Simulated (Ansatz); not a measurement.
## Electronic structure of C2H6ClFSi in real space

Input file:

```
crystal:
  periodic: [false, false, false]
  atoms:
    - {symbol: C, position_ang: [-0.852167, 0.965277, -0.324225]}
    - {symbol: C, position_ang: [-1.081485, -0.464954, -3.124631]}
    - {symbol: Cl, position_ang: [1.841522, -0.046639, -1.802805]}
    - {symbol: F, position_ang: [-0.345104, -1.815640, -0.720300]}
    - {symbol: Si, position_ang: [-0.203359, -0.361288, -1.474666]}
    - {symbol: H, position_ang: [-0.745356, 1.967922, -0.784952]}
    - {symbol: H, position_ang: [-1.925652, 0.795780, -0.101485]}
    - {symbol: H, position_ang: [-0.292145, 0.963711, 0.631759]}
    - {symbol: H, position_ang: [-2.160983, -0.674518, -2.978070]}
    - {symbol: H, position_ang: [-0.983452, 0.489672, -3.679660]}
    - {symbol: H, position_ang: [-0.650037, -1.272428, -3.748625]}
basis:
  gaussian:
    orbitals: def2-TZVPD
magnetization:
  spin_polarized: false
hamiltonian:
  xc: pbe0
output: {forces: true, orbitals: {seedname: orbitals}}
```

Command:

```sh
ansatz run input.yaml --threads 2 --pin off --max-ram 4350MiB --events-out events.jsonl --progress --plain --runs-dir runs
```

Geometry: BLYP-D3(BJ)/def2-SVP.

The calculation used Ansatz, isolated molecule in a Gaussian basis; Kohn-Sham density functional theory, functional PBE0.

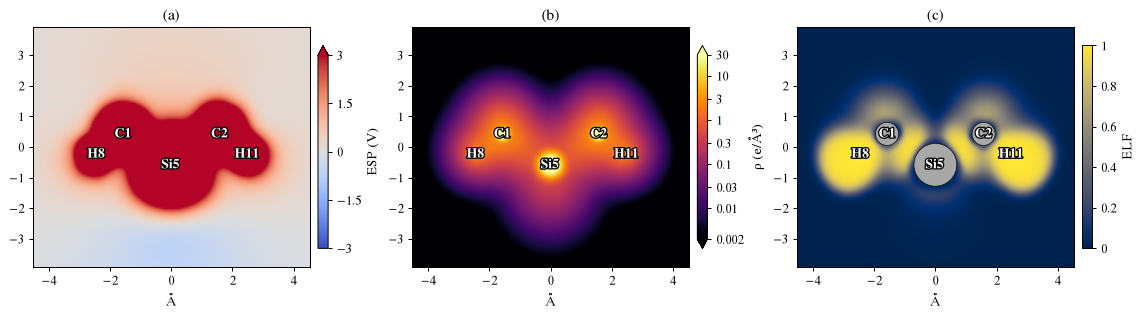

Figure 1. (a) electrostatic potential; (b) electron density; (c) ELF on the plane of atoms Si5, C2 and H11. Grey discs cover the atomic cores in the ELF map.

**Describe what can be read from this map.**

Atoms in the plane: C, Si and H.
C–Si (1.87 Å): the density is about 0.99 e/Å³ at the midpoint; the ELF peaks at about 0.95 between the atoms; a shared electron pair.
C–H (1.11 Å): ρ at the midpoint is about 1.9 e/Å³; the ELF climbs to about 1 towards the hydrogen, as it does in any bond to H: an ordinary covalent bond to hydrogen.
Outside the dense part of the molecule the potential is most negative (−0.6 V) near Cl3, which lies off the plane.

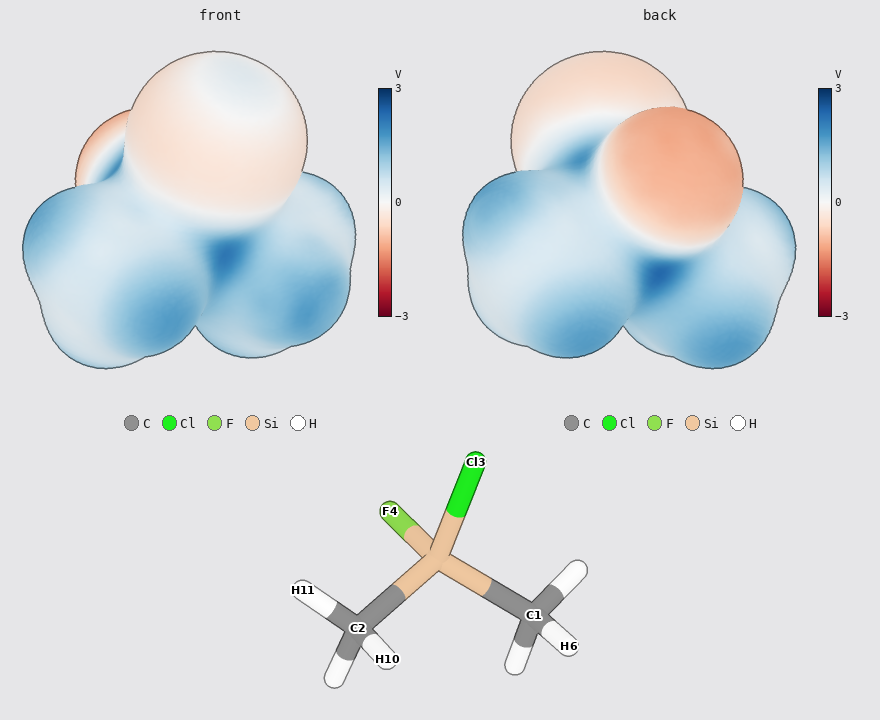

Figure 2. The molecular electrostatic potential painted on the density surface at 0.004 e/bohr³, seen from the front and from behind; the colour scale runs from red (negative) to blue (positive). The bare structure is drawn below in the same view.

**Which sites attract a positive test charge, and which a negative one?**

A positive charge is drawn to the negative regions and a negative charge to the positive ones. The most negative region (about −1.1 V) lies over F4, the most positive (about +2.1 V) over Si5. Cl3 shows a σ-hole: about +0.3 V at the tip opposite its bond, against about −0.4 V on its flanks.

**How polar is the molecule by this calculation?**

Its dipole moment is 2.61 D.

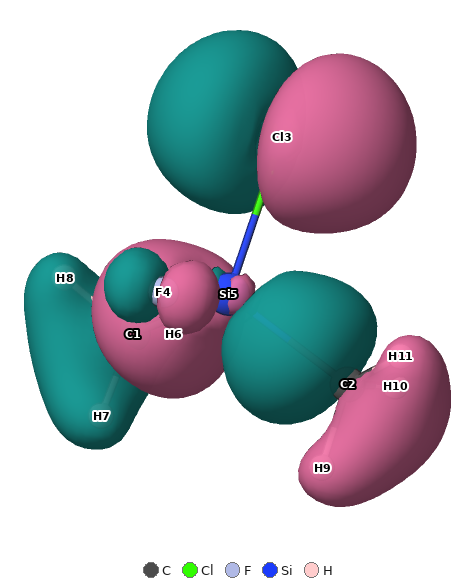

Figure 3. The HOMO at ±0.08 Å⁻³ᐟ² (teal and pink are the two phases), seen at an oblique angle.

**What is the character of this orbital?**

It lies mainly on Cl3 (about 45 %), C1 (about 15 %), C2 (about 15 %) and Si5 (about 15 %). Its energy is −8.77 eV.

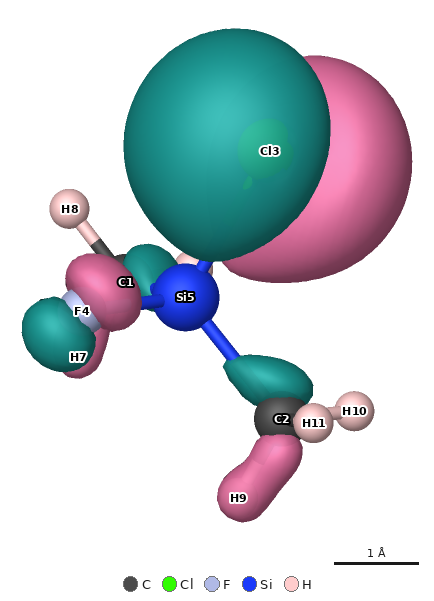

Figure 4. The HOMO−1 at ±0.08 Å⁻³ᐟ² (teal and pink are the two phases), seen at an oblique angle.

**Where does this orbital lie, and at what energy?**

Its weight (Hirshfeld) is mainly on Cl3 (about 85 %); largely a lone pair of Cl3. Its energy is −9.29 eV.
